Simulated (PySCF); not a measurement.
**CH5FSi (SMILES C[SiH2]F): levels of theory compared**

Wanted: a comparison of 4 runs (HF/STO-3G, HF/3-21G, B3LYP/6-31G*, SCS-MP2/6-311+G**) of CH5FSi. 

Program for the calculation: PySCF 2.14.0.

5 further runs of the same task are left out: 5 set aside as unsound or not needed.

**1. The structure to begin with**

CH5FSi: 8 atoms, total charge 0, spin state singlet. SMILES: `C[SiH2]F`. The shape is that of a PBE0-D4/def2-TZVP optimisation.

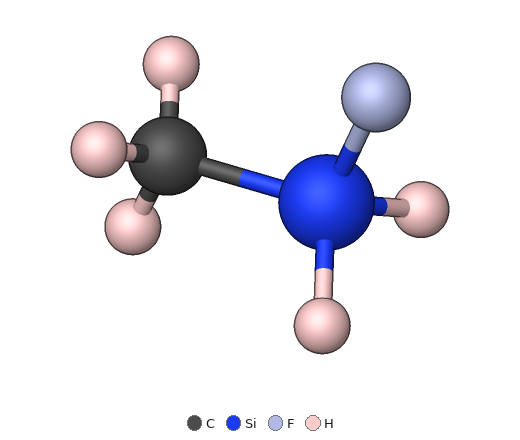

Viewed from a chosen angle; carbon dark grey, silicon blue, fluorine light blue, hydrogen pink.

**2. The energy at HF/STO-3G (run 1)**

Input file calc.py:

```python
from pyscf import gto

mol = gto.Mole()
mol.atom = [
    ('C', (-0.521400, 0.700300, -0.437000)),
    ('Si', (0.448400, -0.642000, 0.395200)),
    ('F', (1.946500, -0.649600, -0.178800)),
    ('H', (-0.562400, 0.542500, -1.517100)),
    ('H', (-1.546700, 0.713200, -0.056500)),
    ('H', (-0.077200, 1.680300, -0.248400)),
    ('H', (0.538700, -0.420800, 1.860700)),
    ('H', (-0.133700, -1.981200, 0.126000)),
]
mol.spin = 0
mol.basis = 'sto-3g'
mol.verbose = 3
mol.max_memory = 1860
mol.build()

mf = mol.RHF()
mf.conv_tol = 1e-10
mf.kernel()
if not mf.converged:
    mf = mf.newton().run(mf.mo_coeff, mf.mo_occ)

energy = mf.e_tot
print('E(%s) = %.9f' % ('HF', energy))
```

Launch:

```bash
$ OMP_NUM_THREADS=1 python calc.py
```

What it wrote:

```text
converged SCF energy = -423.984327854752
E(HF) = -423.984327855
```

Wall time 0.85 s (1 thread of Arm Neoverse V1, shared host); peak memory 0.12 GiB.

**3. A single-point energy at HF/3-21G (run 2)**

Input file input.py:

```python
from pyscf import gto, scf

mol = gto.Mole()
mol.atom = [
    ('C', (-0.521400, 0.700300, -0.437000)),
    ('Si', (0.448400, -0.642000, 0.395200)),
    ('F', (1.946500, -0.649600, -0.178800)),
    ('H', (-0.562400, 0.542500, -1.517100)),
    ('H', (-1.546700, 0.713200, -0.056500)),
    ('H', (-0.077200, 1.680300, -0.248400)),
    ('H', (0.538700, -0.420800, 1.860700)),
    ('H', (-0.133700, -1.981200, 0.126000)),
]
mol.charge = 0
mol.max_memory = 1860
mol.verbose = 4
mol.spin = 0
mol.basis = '3-21g'
mol.build()

calc0 = scf.RHF(mol)
calc0.conv_tol = 1e-10
calc0.kernel()
if not calc0.converged:
    calc0 = calc0.newton().run(calc0.mo_coeff, calc0.mo_occ)

e_tot = calc0.e_tot
print('Final energy', e_tot)
```

Launch:

```bash
$ OMP_NUM_THREADS=1 python input.py
```

What it wrote:

```text
PySCF version 2.14.0

[INPUT] num. atoms = 8
[INPUT] num. electrons = 34
[INPUT] charge = 0
[INPUT] spin (= nelec alpha-beta = 2S) = 0
[INPUT] symmetry False subgroup None
[INPUT] Mole.unit = angstrom
[INPUT] Symbol           X                Y                Z      unit          X                Y                Z       unit  Magmom
[INPUT]  1 C     -0.521400000000   0.700300000000  -0.437000000000 AA   -0.985303201348   1.323375205033  -0.825810316435 Bohr   0.0
[INPUT]  2 Si     0.448400000000  -0.642000000000   0.395200000000 AA    0.847353194255  -1.213204171971   0.746819764428 Bohr   0.0
[INPUT]  3 F      1.946500000000  -0.649600000000  -0.178800000000 AA    3.678351901466  -1.227566090517  -0.337883031072 Bohr   0.0
[INPUT]  4 H     -0.562400000000   0.542500000000  -1.517100000000 AA   -1.062781972455   1.025176422577  -2.866903503578 Bohr   0.0
[INPUT]  5 H     -1.546700000000   0.713200000000  -0.056500000000 AA   -2.922839396865   1.347752672040  -0.106769526038 Bohr   0.0
[INPUT]  6 H     -0.077200000000   1.680300000000  -0.248400000000 AA   -0.145886856816   3.175306807107  -0.469407969342 Bohr   0.0
[INPUT]  7 H      0.538700000000  -0.420800000000   1.860700000000 AA    1.017995463303  -0.795196753217   3.516213399978 Bohr   0.0
[INPUT]  8 H     -0.133700000000  -1.981200000000   0.126000000000 AA   -0.252656382854  -3.743925397988   0.238105491695 Bohr   0.0

nuclear repulsion = 115.9591154738
number of shells = 27
number of NR pGTOs = 72
number of NR cGTOs = 41
basis = 3-21g
ecp = {}

******** <class 'pyscf.scf.hf.RHF'> ********
method = RHF
initial guess = minao
damping factor = 0
level_shift factor = 0
DIIS = <class 'pyscf.scf.diis.CDIIS'>
diis_start_cycle = 1
diis_space = 8
diis_damp = 0
SCF conv_tol = 1e-10
SCF conv_tol_grad = None
SCF max_cycles = 50
direct_scf = True
direct_scf_tol = 1e-13
Set gradient conv threshold to 1e-05
Initial guess from minao.
init E= -426.650883199069
  HOMO = -0.350593344409748  LUMO = 0.0954210849702699  gap/eV = 12.13667
cycle= 1 E= -426.875349104277  delta_E= -0.224  |g|= 0.459  |ddm|= 2.18
  HOMO = -0.460543868375271  LUMO = 0.166724625938052  gap/eV = 17.06885
cycle= 2 E= -426.911318135072  delta_E= -0.036  |g|= 0.254  |ddm|= 0.625
  HOMO = -0.464626837334401  LUMO = 0.172728564588786  gap/eV = 17.34332
cycle= 3 E= -426.919984037725  delta_E= -0.00867  |g|= 0.0271  |ddm|= 0.166
  HOMO = -0.46148731877027  LUMO = 0.17791365085421  gap/eV = 17.39899
cycle= 4 E= -426.920298476925  delta_E= -0.000314  |g|= 0.00353  |ddm|= 0.0521
  HOMO = -0.462638467233785  LUMO = 0.177135759730815  gap/eV = 17.40914
cycle= 5 E= -426.920305431381  delta_E= -6.95e-06  |g|= 0.000896  |ddm|= 0.00796
  HOMO = -0.462596514917116  LUMO = 0.177223960883154  gap/eV = 17.41040
cycle= 6 E= -426.920305936903  delta_E= -5.06e-07  |g|= 0.000214  |ddm|= 0.0021
  HOMO = -0.462597646414104  LUMO = 0.177221789588999  gap/eV = 17.41037
cycle= 7 E= -426.920305966184  delta_E= -2.93e-08  |g|= 2.22e-05  |ddm|= 0.000567
  HOMO = -0.462596226020921  LUMO = 0.177220756386169  gap/eV = 17.41031
cycle= 8 E= -426.92030596646  delta_E= -2.76e-10  |g|= 3.57e-06  |ddm|= 5.77e-05
  HOMO = -0.4625951962  LUMO = 0.177221094331643  gap/eV = 17.41029
cycle= 9 E= -426.920305966468  delta_E= -7.84e-12  |g|= 1.13e-06  |ddm|= 6.19e-06
  HOMO = -0.462595585424487  LUMO = 0.177221053911026  gap/eV = 17.41030
Extra cycle  E= -426.920305966467  delta_E= 6.82e-13  |g|= 4.58e-07  |ddm|= 1.84e-06
converged SCF energy = -426.920305966467
Final energy -426.9203059664671
```

Wall time 0.74 s (1 thread of Arm Neoverse V1, shared host); peak memory 0.1 GiB.

Run 3 isn't shown in full; the table further down has it.

**4. The energy at SCS-MP2/6-311+G(d,p) (run 4)**

Input file input.py:

```python
from pyscf import gto, mp

mol = gto.Mole()
mol.atom = '''
C     -0.985303     1.323375    -0.825810
Si     0.847353    -1.213204     0.746820
F      3.678352    -1.227566    -0.337883
H     -1.062782     1.025176    -2.866904
H     -2.922839     1.347753    -0.106770
H     -0.145887     3.175307    -0.469408
H      1.017995    -0.795197     3.516213
H     -0.252656    -3.743925     0.238105
'''
mol.basis = '6-311+g**'
mol.unit = 'bohr'
mol.charge = 0
mol.spin = 0
mol.verbose = 3
mol.max_memory = 1860
mol.build()

calc0 = mol.RHF()
calc0.conv_tol = 1e-10
calc0.kernel()
if not calc0.converged:
    calc0 = calc0.newton().run(calc0.mo_coeff, calc0.mo_occ)

pt = mp.MP2(calc0, frozen=7).run()
energy = calc0.e_tot + 1.2 * pt.e_corr_os + pt.e_corr_ss / 3
print('Final energy', energy)
```

Launch:

```bash
$ OMP_NUM_THREADS=1 python input.py
```

What it wrote:

```text
converged SCF energy = -429.264839564677
E(RMP2) = -429.732663858262  E_corr = -0.467824293584901
E(SCS-RMP2) = -429.733115878828  E_corr = -0.468276314150513
Final energy -429.7331158788278
```

It took 2.9 s on 1 thread of Arm Neoverse V1, shared host; peak memory 0.27 GiB.

**5. All runs side by side**

| run | level | integration grid | frozen core orbitals | energy (Eh) | dipole moment (D) of the reference | HOMO energy (eV) | LUMO energy (eV) | wall time |
| --- | --- | --- | --- | --- | --- | --- | --- | --- |
| 1 | HF/STO-3G | – | – | -423.984328 | 1.14 | -10.07 | 13.58 | 0.85 s |
| 2 | HF/3-21G | – | – | -426.920306 | 2.12 | -12.59 | 4.82 | 0.74 s |
| 3 | B3LYP/6-31G* (spherical functions) | 5 | – | -430.509230 | 1.70 | -8.77 | 0.79 | 9.3 s |
| 4 | SCS-MP2/6-311+G** | – | 7 | -429.733116 | 2.07 | -12.70 | 1.54 | 2.9 s |

**6. Results**

| quantity | value |
| --- | --- |
| run 4: total energy | -429.73312 Eh |
| run 4: dipole moment (Hartree–Fock density) | 2.07 D |
| run 4: HOMO energy (Hartree–Fock orbitals) | -12.70 eV |
| run 4: LUMO energy (Hartree–Fock orbitals) | 1.54 eV |
| run 4: HOMO–LUMO gap (Hartree–Fock orbitals) | 14.24 eV |
| run 4: correlation energy (7 core orbitals frozen) | -468.3 mEh |

What this shows: Over runs 1, 2, 3 the dipole moment (its size) runs from 1.14 D (HF/STO-3G) to 2.12 D (HF/3-21G). Over runs 1, 2, 3 the HOMO–LUMO gap runs from 9.56 eV (B3LYP/6-31G*) to 23.65 eV (HF/STO-3G). The two ends differ in method and basis. In run 1 the basis is minimal, so the values are rough. All runs together took 14 s, the longest 9.3 s.
